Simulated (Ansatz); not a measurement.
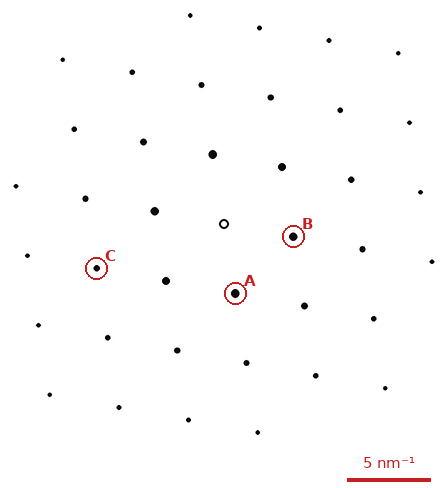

Simulated selected-area electron diffraction pattern (200 kV, kinematic approximation, thin crystal, B = 0.5 Å² for all atoms). The zone axis points towards the electron source and the pattern is seen from the source side.

The sample is Au, space group Fm-3m (No. 225), a = 4.080 Å. Structure: the input geometry of an electronic-structure calculation (not necessarily at equilibrium).

Spot A is indexed -1 1 -1 and spot B -1 1 1.

What are the indices of the remaining marked spot?

C = A − 2B = 1 -1 -3 (d = 1.230 Å).

Which zone axis is this?

The cross product of A and B is parallel to [110]; every spot obeys hu + kv + lw = 0.

What are the spacings of A and B and the angle between them?

d(A) = 2.356 Å, d(B) = 2.356 Å, and the angle is 70.5°.
